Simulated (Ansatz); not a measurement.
## Run report: GeH4O2, geometry relaxation

The run: geometry relaxation of GeH4O2. Method and program: RKS BLYP/def2-SVP (Ansatz 0.2.0).

The input holds or restrains some coordinates. It belongs to a series of runs on one base structure; here: pulled along the bonds that form and break, towards end A. Figures and captions count atoms from 1; the log counts them from 0 in places.

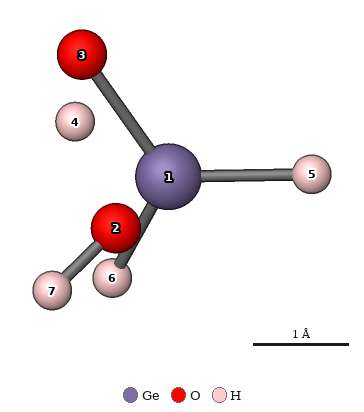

*The input geometry (ball-and-stick view, seen at a tilt; atoms are numbered from 1 in the order of the input). Sticks mark near contacts.*

Bond lengths as drawn: Ge–H 1.51 to 1.52 Å, Ge–O 1.66 Å and H–O 0.96 Å.

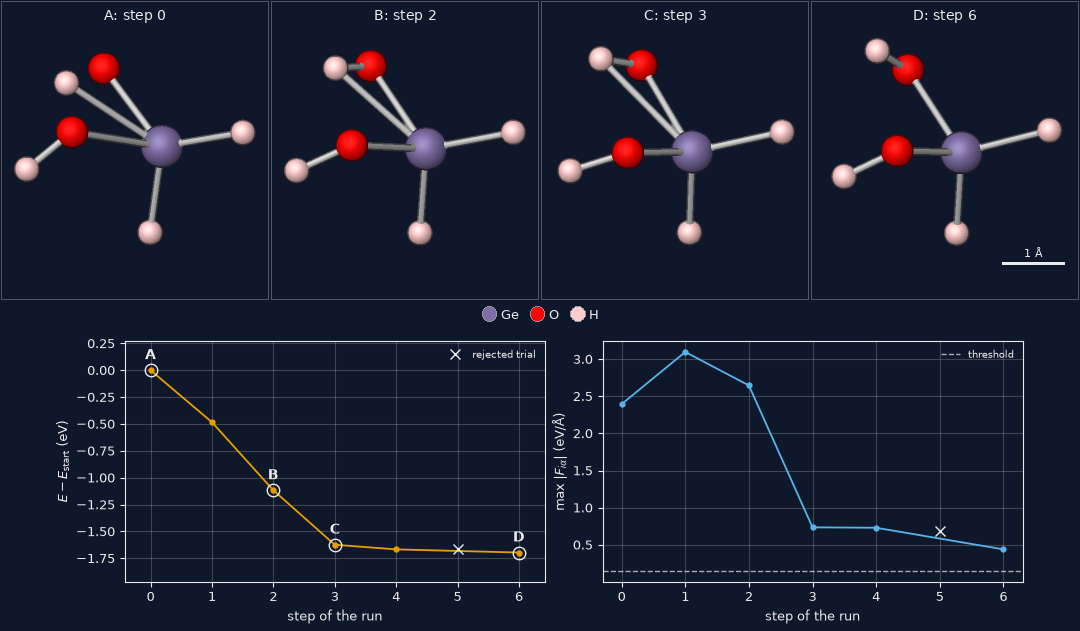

*Frames of the restrained relaxation (ball-and-stick view, seen at a tilt) above the curves, on which the letters mark them (the first geometry is step 0 here and step 1 in the log).*

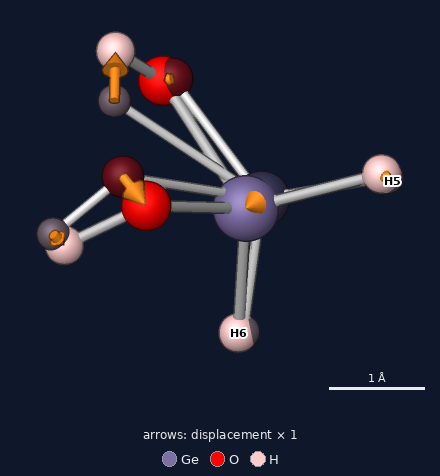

*Start (faint) and end (solid) with the displacements as orange arrows, at true length (ball-and-stick view, seen at a tilt). The two geometries are laid on each other by the best rigid fit.*

Over 6 geometry steps the energy falls by 1.697 eV. The largest force component goes from 2.4 to 0.44 eV/Å. The line search rejected the trial step at point 5 (counted from 0) and went back. H4 moves most after the best rigid fit: 0.64 Å. Largest moves by element: H 0.64 Å, O 0.44 Å, Ge 0.34 Å. Among the contacts that change: Ge1–O2 2.171 → 1.842 Å, O3–H4 1.279 → 0.981 Å, Ge1–H4 1.955 → 2.148 Å, Ge1–O3 1.659 → 1.809 Å. New bonds form: O3–H4 (1.28 → 0.98 Å). Among the angles that change: O2–Ge1–O3 76.1° → 95.6°, Ge1–O2–H7 122.6° → 108.7°, O3–Ge1–H6 121.1° → 110.6°. (Atoms are counted from 1 in the order of the input.)

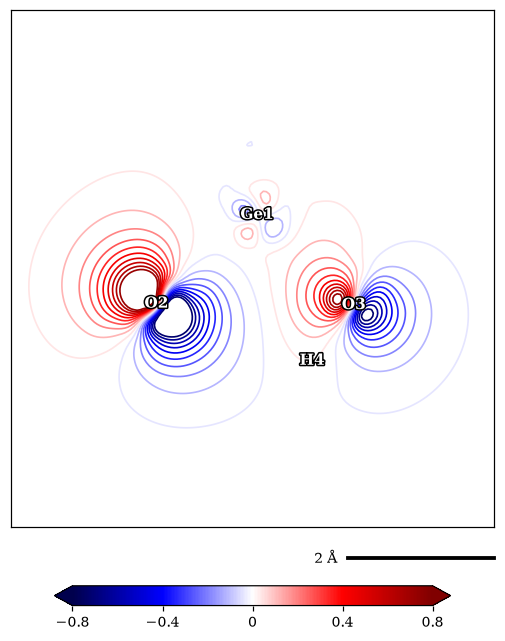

*One frontier orbital on the plane of atoms O2, Ge1 and O3 (values in Å⁻³ᐟ²; the overall sign is arbitrary).*

The HOMO−1, at −6.67 eV.

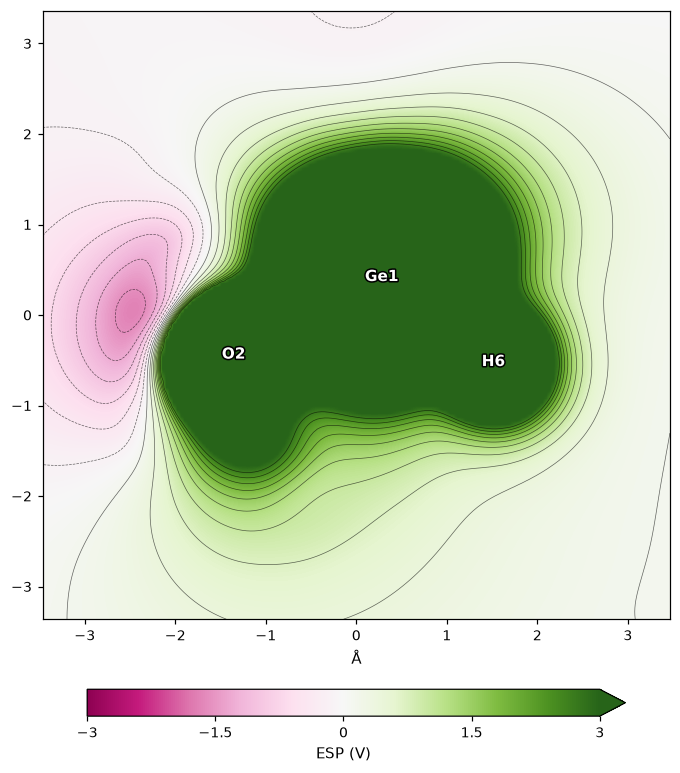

*Electrostatic potential on the plane of atoms O2, Ge1 and H6.*

Atoms in the plane: Ge, O and H.

The input and output of the run follow.

Input:
```yaml
crystal:
  periodic: [false, false, false]
  atoms:
    - { symbol: Ge, position_ang: [-0.0133, -0.5221, 0.7191] }
    - { symbol: O, position_ang: [0.0981, 1.1006, -0.7194] }
    - { symbol: O, position_ang: [0.72, -1.2089, -0.6017] }
    - { symbol: H, position_ang: [0.5659, -0.0342, -1.083] }
    - { symbol: H, position_ang: [0.7836, -0.0058, 1.891] }
    - { symbol: H, position_ang: [-1.4886, -0.7419, 1.0006] }
    - { symbol: H, position_ang: [-0.6656, 1.4122, -1.2067] }
basis:
  gaussian: { orbitals: def2-SVP }
hamiltonian:
  xc: blyp
relax:
  f_tol: 0.15
  max_steps: 25
  restrain:
    - { distance: [3, 1], at: 2.27, k: 30.0 }
    - { distance: [0, 1], at: 1.86, k: 30.0 }
    - { distance: [3, 2], at: 0.97, k: 30.0 }
output:
  orbitals: {}
```

Launch command:
```bash
ansatz run input.yaml --threads 2 --pin off --max-ram 3072MiB --backend cpu --events-out ev --progress --plain --runs-dir out
```

What the program printed:
```
The last accepted step is kept in [file] (removed where the run ends without a failure and the disk answers)
Engine: ansatz 0.2.0, aarch64-unknown-linux-gnu
Functional definition: BLYP
  parameter beta = 0.0042
  parameter a = 0.04918
  parameter b = 0.132
  parameter c = 0.2533
  parameter d = 0.349
  exchange = b88_x(beta = beta)
  correlation = lyp_c(a = a, b = b, c = c, d = d)
869 factors; their error is unknown
mean field evaluation 1: about -60654.8577 eV, gradient 8.3e1 eV
mean field evaluation 2: about -60479.2419 eV, gradient 2.5e2 eV
mean field evaluation 4: about -60666.0174 eV, gradient 2.0e1 eV
mean field evaluation 8: about -60666.7682 eV, gradient 1.7e-1 eV
mean field evaluation 16: about -60666.7242 eV, gradient 8.8e-5 eV
mean field -60666.72423908 eV, -2229.4609944036 hartree, gradient 2.0e-5 eV, S^2 0.000000; 0 other end points of the search recorded, 0 dependent functions left out
the calculation of the forces begins
reference -60666.72452716 eV, -2229.4610049905 hartree; 26, 26 occupied and 54, 54 virtual orbitals, 869 factors
relax step   1: F+E_penalty+E_count = -60666.72423908 eV  Δ(F+E_penalty+E_count) = +0.000e0 eV  max|allowed force component| = 2.393e0 eV/Å  E_restraint = 17.58129493 eV  max|allowed force component, restraints' pulls added| = 3.515e1 eV/Å  Δτ_max = 0.0000 Å  (26 SCF iters, accepted)
  distance H 3 - O 1 = 1.2802 Å
  distance Ge 0 - O 1 = 2.1714 Å
  distance H 3 - O 2 = 1.2788 Å
these checks for a lower state are left out or cut short: starts, cluster_reference, orbital_swaps, neighbouring_geometries, increment
869 factors; their error is unknown
mean field -60667.20834629 eV, -2229.4787850155 hartree, gradient 9.2e-6 eV, S^2 0.000000; 0 other end points of the search recorded, 0 dependent functions left out
the calculation of the forces begins
reference -60667.20863466 eV, -2229.4787956129 hartree; 26, 26 occupied and 54, 54 virtual orbitals, 869 factors
relax step   2: F+E_penalty+E_count = -60667.20834629 eV  Δ(F+E_penalty+E_count) = -4.841e-1 eV  max|allowed force component| = 3.096e0 eV/Å  E_restraint = 7.69134926 eV  max|allowed force component, restraints' pulls added| = 2.311e1 eV/Å  Δτ_max = 0.1948 Å  (33 SCF iters, accepted)
  distance H 3 - O 1 = 1.6018 Å
  distance Ge 0 - O 1 = 2.0701 Å
  distance H 3 - O 2 = 1.1189 Å
these checks for a lower state are left out or cut short: starts, cluster_reference, orbital_swaps, neighbouring_geometries, increment
869 factors; their error is unknown
mean field evaluation 32: about -60667.8419 eV, gradient 1.2e-4 eV
mean field -60667.84191366 eV, -2229.5020681867 hartree, gradient 1.9e-5 eV, S^2 0.000000; 0 other end points of the search recorded, 0 dependent functions left out
the calculation of the forces begins
reference -60667.84220491 eV, -2229.5020788899 hartree; 26, 26 occupied and 54, 54 virtual orbitals, 869 factors
relax step   3: F+E_penalty+E_count = -60667.84191366 eV  Δ(F+E_penalty+E_count) = -6.336e-1 eV  max|allowed force component| = 2.645e0 eV/Å  E_restraint = 1.96288262 eV  max|allowed force component, restraints' pulls added| = 8.071e0 eV/Å  Δτ_max = 0.1949 Å  (32 SCF iters, accepted)
  distance H 3 - O 1 = 1.9265 Å
  distance Ge 0 - O 1 = 1.9735 Å
  distance H 3 - O 2 = 0.9674 Å
these checks for a lower state are left out or cut short: starts, cluster_reference, orbital_swaps, neighbouring_geometries, increment
869 factors; their error is unknown
mean field -60668.34843174 eV, -2229.5206823828 hartree, gradient 7.3e-5 eV, S^2 0.000000; 0 other end points of the search recorded, 0 dependent functions left out
the calculation of the forces begins
reference -60668.34872619 eV, -2229.5206932037 hartree; 26, 26 occupied and 54, 54 virtual orbitals, 869 factors
relax step   4: F+E_penalty+E_count = -60668.34843174 eV  Δ(F+E_penalty+E_count) = -5.065e-1 eV  max|allowed force component| = 7.349e-1 eV/Å  E_restraint = 0.01664410 eV  max|allowed force component, restraints' pulls added| = 1.657e0 eV/Å  Δτ_max = 0.1949 Å  (29 SCF iters, accepted)
  distance H 3 - O 1 = 2.2560 Å
  distance Ge 0 - O 1 = 1.8438 Å
  distance H 3 - O 2 = 0.9955 Å
these checks for a lower state are left out or cut short: starts, cluster_reference, orbital_swaps, neighbouring_geometries, increment
869 factors; their error is unknown
mean field -60668.39158442 eV, -2229.5222682146 hartree, gradient 1.3e-5 eV, S^2 0.000000; 0 other end points of the search recorded, 0 dependent functions left out
the calculation of the forces begins
reference -60668.39187827 eV, -2229.5222790136 hartree; 26, 26 occupied and 54, 54 virtual orbitals, 869 factors
relax step   5: F+E_penalty+E_count = -60668.39158442 eV  Δ(F+E_penalty+E_count) = -4.315e-2 eV  max|allowed force component| = 7.293e-1 eV/Å  E_restraint = 0.01191232 eV  max|allowed force component, restraints' pulls added| = 5.887e-1 eV/Å  Δτ_max = 0.2000 Å  (31 SCF iters, accepted)
  distance H 3 - O 1 = 2.2856 Å
  distance Ge 0 - O 1 = 1.8374 Å
  distance H 3 - O 2 = 0.9764 Å
these checks for a lower state are left out or cut short: starts, cluster_reference, orbital_swaps, neighbouring_geometries, increment
869 factors; their error is unknown
mean field -60668.38670097 eV, -2229.5220887513 hartree, gradient 7.0e-5 eV, S^2 0.000000; 0 other end points of the search recorded, 0 dependent functions left out
the calculation of the forces begins
reference -60668.38699271 eV, -2229.5220994724 hartree; 26, 26 occupied and 54, 54 virtual orbitals, 869 factors
relax step   6: F+E_penalty+E_count = -60668.38670097 eV  Δ(F+E_penalty+E_count) = +4.883e-3 eV  max|allowed force component| = 6.812e-1 eV/Å  E_restraint = 0.00939742 eV  max|allowed force component, restraints' pulls added| = 8.132e-1 eV/Å  Δτ_max = 0.1494 Å  (31 SCF iters, rejected (line search))
  distance H 3 - O 1 = 2.2806 Å
  distance Ge 0 - O 1 = 1.8389 Å
  distance H 3 - O 2 = 0.9783 Å
these checks for a lower state are left out or cut short: starts, cluster_reference, orbital_swaps, neighbouring_geometries, increment
869 factors; their error is unknown
mean field -60668.42101819 eV, -2229.5233498858 hartree, gradient 2.0e-5 eV, S^2 0.000000; 0 other end points of the search recorded, 0 dependent functions left out
the calculation of the forces begins
reference -60668.42131182 eV, -2229.5233606764 hartree; 26, 26 occupied and 54, 54 virtual orbitals, 869 factors
relax step   7: F+E_penalty+E_count = -60668.42101819 eV  Δ(F+E_penalty+E_count) = -2.943e-2 eV  max|allowed force component| = 4.382e-1 eV/Å  E_restraint = 0.00913160 eV  max|allowed force component, restraints' pulls added| = 1.117e-1 eV/Å  Δτ_max = 0.0743 Å  (27 SCF iters, accepted)
  distance H 3 - O 1 = 2.2837 Å
  distance Ge 0 - O 1 = 1.8424 Å
  distance H 3 - O 2 = 0.9805 Å
869 factors; their error is unknown
mean field evaluation 64: about -60657.1928 eV, gradient 8.2e1 eV
mean field -60668.42101819 eV, -2229.5233498858 hartree, gradient 2.0e-5 eV, S^2 0.000000; 1 other end points of the search recorded, 0 dependent functions left out
the calculation of the forces begins
reference -60668.42131182 eV, -2229.5233606764 hartree; 26, 26 occupied and 54, 54 virtual orbitals, 869 factors
Total energy: -60668.42131182 eV, -2229.5233606764 hartree
Atom 0 at    -0.095055    -0.214728     0.596359 Å, force     0.068184     0.438066    -0.351636 eV/Å
Atom 1 at    -0.046466     1.347113    -0.379691 Å, force    -0.282880    -0.106468     0.438246 eV/Å
Atom 2 at     0.646328    -1.249703    -0.689353 Å, force    -0.060963    -0.222727     0.234913 eV/Å
Atom 3 at     0.954315    -0.509914    -1.254421 Å, force     0.254832    -0.207378    -0.322202 eV/Å
Atom 4 at     0.818327     0.032597     1.823832 Å, force    -0.001616     0.012279    -0.019521 eV/Å
Atom 5 at    -1.519577    -0.725347     0.955594 Å, force     0.006097    -0.001936    -0.039351 eV/Å
Atom 6 at    -0.757772     1.319883    -1.052420 Å, force     0.016345     0.088165     0.059551 eV/Å
Dipole moment:    -0.263467     0.112777     0.010561 e Å
```

Trajectory as extended XYZ (Å, eV, eV/Å), 7 frames, from step=1 to step=7:
```
7
Properties=species:S:1:pos:R:3:forces:R:3 step=1 energy=-60666.72424
Ge   -0.0133   -0.5221    0.7191   -1.1861   2.0064   0.8371
O     0.0981    1.1006   -0.7194    1.1672  -1.0666   1.2702
O     0.7200   -1.2089   -0.6017    1.3087  -0.8306  -2.3931
H     0.5659   -0.0342   -1.0830   -0.0596  -0.3148  -0.0574
H     0.7836   -0.0058    1.8910    0.4326   0.2103   0.6525
H    -1.4886   -0.7419    1.0006   -0.6680  -0.1839   0.1705
H    -0.6656    1.4122   -1.2067   -0.9949   0.1792  -0.4797
7
Properties=species:S:1:pos:R:3:forces:R:3 step=2 energy=-60667.20835
Ge   -0.0204   -0.4430    0.6714   -1.7925   3.0958   1.0188
O     0.0404    1.1831   -0.6082    0.7461  -1.0842   1.2624
O     0.7309   -1.2069   -0.6262    1.2182  -0.0117  -2.8904
H     0.6377   -0.2102   -1.1259    0.5254  -1.6973   0.2537
H     0.7867   -0.0033    1.8952    0.2882   0.0342   0.2301
H    -1.4935   -0.7425    1.0010   -0.2622  -0.2495   0.0362
H    -0.6818    1.4226   -1.2076   -0.7232  -0.0873   0.0893
7
Properties=species:S:1:pos:R:3:forces:R:3 step=3 energy=-60667.84191
Ge   -0.0429   -0.3503    0.6421   -1.1322   2.6454  -0.0916
O    -0.0164    1.2638   -0.4931    0.0178  -0.7193   0.9130
O     0.7433   -1.1983   -0.6637    0.5705  -1.9408  -0.0973
H     0.7108   -0.3820   -1.1818    0.4940   0.6664  -1.3103
H     0.7897   -0.0027    1.8960    0.1697  -0.0017  -0.0370
H    -1.4963   -0.7460    1.0015   -0.0880  -0.2371  -0.0574
H    -0.6882    1.4154   -1.2012   -0.0318  -0.4129   0.6806
7
Properties=species:S:1:pos:R:3:forces:R:3 step=4 energy=-60668.34843
Ge   -0.0811   -0.2216    0.6019    0.0293   0.2876  -0.1980
O    -0.0786    1.3491   -0.3638   -0.2676  -0.0695   0.1015
O     0.7458   -1.2533   -0.6535   -0.2863   0.5683  -0.0473
H     0.8023   -0.5025   -1.3047    0.3725  -0.7349  -0.0351
H     0.7906    0.0080    1.8765   -0.0289   0.1019  -0.2341
H    -1.4985   -0.7526    0.9915    0.0298   0.0150  -0.1704
H    -0.6803    1.3729   -1.1480    0.1512  -0.1684   0.5835
7
Properties=species:S:1:pos:R:3:forces:R:3 step=5 energy=-60668.39158
Ge   -0.0987   -0.2141    0.6136   -0.0227   0.5335  -0.5884
O    -0.0583    1.3347   -0.3743   -0.1534   0.1928   0.6332
O     0.5947   -1.2076   -0.7223    0.0076  -0.7293   0.2877
H     0.9954   -0.4930   -1.2536    0.2085  -0.0164  -0.2634
H     0.8229    0.0245    1.8335    0.0448   0.0173  -0.0056
H    -1.5221   -0.7181    0.9787    0.0184  -0.0579  -0.0202
H    -0.7338    1.2734   -1.0756   -0.1034   0.0601  -0.0432
7
Properties=species:S:1:pos:R:3:forces:R:3 step=6 energy=-60668.38670 accepted=F
Ge   -0.0914   -0.1882    0.5574   -0.0199   0.2176   0.4782
O    -0.0086    1.3704   -0.4150   -0.3897  -0.3248   0.4156
O     0.6563   -1.2866   -0.6438    0.0522  -0.1313  -0.0918
H     0.9311   -0.5454   -1.2200    0.4855  -0.2829  -0.6812
H     0.8037    0.0438    1.7946    0.0464   0.0853   0.0740
H    -1.4890   -0.7649    0.9121   -0.1487   0.1952  -0.0348
H    -0.8020    1.3709   -0.9854   -0.0258   0.2409  -0.1600
7
Properties=species:S:1:pos:R:3:forces:R:3 step=7 energy=-60668.42102
Ge   -0.0951   -0.2147    0.5964    0.0682   0.4381  -0.3516
O    -0.0465    1.3471   -0.3797   -0.2829  -0.1065   0.4382
O     0.6463   -1.2497   -0.6894   -0.0610  -0.2227   0.2349
H     0.9543   -0.5099   -1.2544    0.2548  -0.2074  -0.3222
H     0.8183    0.0326    1.8238   -0.0016   0.0123  -0.0195
H    -1.5196   -0.7253    0.9556    0.0061  -0.0019  -0.0394
H    -0.7578    1.3199   -1.0524    0.0163   0.0882   0.0596
```

Results in brief:

```tsv
quantity	value
outcome	converged under the restraints of the input
total energy	−60668.4213 eV
mean-field energy	−60668.4213 eV
largest force (length of the vector) at the end, held atoms and coordinates included	0.566 eV/Å
hardware	2 threads of Arm Neoverse V1, 24 GiB of memory available, shared host
wall time	8.6 s (CPU time 16 s)
peak memory	0.14 GiB
```
